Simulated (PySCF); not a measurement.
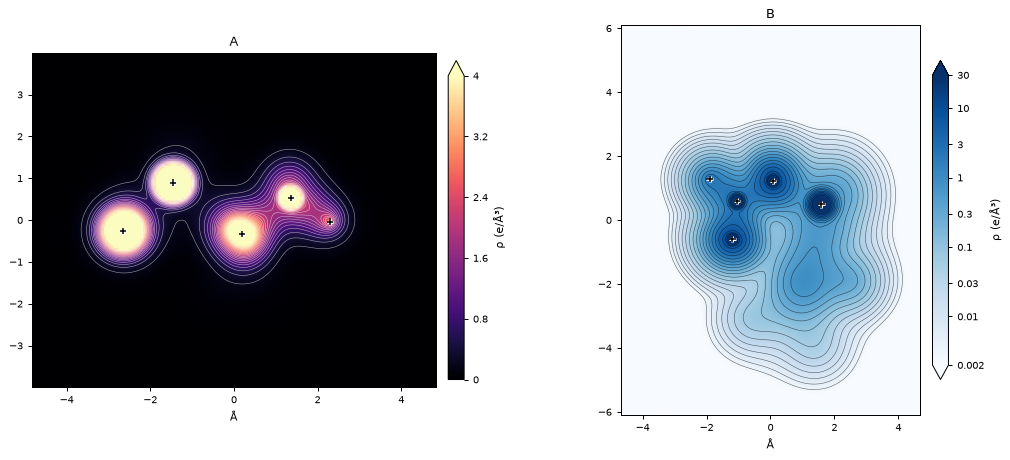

The electron density of 2 systems, each on a plane through atoms (crosses mark nuclei in the plane).

Level of theory: B3LYP/def2-SVPD, SCF density, gas phase in PySCF.

System 1: C₃H₁₁AlFN (SMILES C[N+](C)(C)[AlH2-][F]), the plane of atoms C4, N2 and Al5. Geometry: GFN2-xTB.

```yaml
atoms:
  - { symbol: C, position_ang: [0.1662, 1.1198, 1.0061] }
  - { symbol: N, position_ang: [-0.1295, 0.0736, 0.0406] }
  - { symbol: C, position_ang: [-0.7846, 0.6245, -1.1349] }
  - { symbol: C, position_ang: [-0.9577, -0.9559, 0.6458] }
  - { symbol: Al, position_ang: [1.6253, -0.8442, -0.5280] }
  - { symbol: F, position_ang: [2.4321, 0.4720, -1.1371] }
  - { symbol: H, position_ang: [-0.7474, 1.5851, 1.3907] }
  - { symbol: H, position_ang: [0.7308, 0.6885, 1.8333] }
  - { symbol: H, position_ang: [0.7871, 1.8783, 0.5309] }
  - { symbol: H, position_ang: [-0.1426, 1.3839, -1.5797] }
  - { symbol: H, position_ang: [-1.7550, 1.0677, -0.8883] }
  - { symbol: H, position_ang: [-0.9243, -0.1721, -1.8657] }
  - { symbol: H, position_ang: [-0.4302, -1.3789, 1.4993] }
  - { symbol: H, position_ang: [-1.9249, -0.5605, 0.9723] }
  - { symbol: H, position_ang: [-1.1165, -1.7526, -0.0791] }
  - { symbol: H, position_ang: [1.0601, -1.8480, -1.5660] }
  - { symbol: H, position_ang: [2.1041, -1.3692, 0.8498] }
```

System 2: CH₉O₂PSi₃ (SMILES O=CO[SiH2]P[SiH2][SiH3]), the plane of atoms O3, C2 and H8. Geometry: GFN2-xTB.

```yaml
atoms:
  - { symbol: O, position_ang: [1.7654, -1.1498, -0.5782] }
  - { symbol: C, position_ang: [2.3166, -0.9081, 0.4592] }
  - { symbol: O, position_ang: [2.1116, 0.1275, 1.2150] }
  - { symbol: Si, position_ang: [1.1180, 1.4277, 0.7992] }
  - { symbol: P, position_ang: [0.5963, 1.2097, -1.3312] }
  - { symbol: Si, position_ang: [-1.0534, -0.3061, -1.5036] }
  - { symbol: Si, position_ang: [-2.1726, -0.8735, 0.4552] }
  - { symbol: H, position_ang: [3.0737, -1.5849, 0.9007] }
  - { symbol: H, position_ang: [2.0557, 2.5342, 0.9738] }
  - { symbol: H, position_ang: [0.1224, 1.3567, 1.8728] }
  - { symbol: H, position_ang: [-0.2021, 2.3462, -1.3645] }
  - { symbol: H, position_ang: [-0.4258, -1.4448, -2.1764] }
  - { symbol: H, position_ang: [-1.9628, 0.2981, -2.4985] }
  - { symbol: H, position_ang: [-1.3331, -1.6244, 1.4044] }
  - { symbol: H, position_ang: [-3.3486, -1.7029, 0.1669] }
  - { symbol: H, position_ang: [-2.6690, 0.3033, 1.1937] }
```

Which map belongs to which system?

Answer. Panel A is system 1, C₃H₁₁AlFN: the plane holds N, C, Al, F and H. C–N (1.45 Å): the density is about 2 e/Å³ at the midpoint. Panel B is system 2, CH₉O₂PSi₃: the plane holds O, C, Si and H. C–O (1.20 Å): the density is about 3.4 e/Å³ at the midpoint.
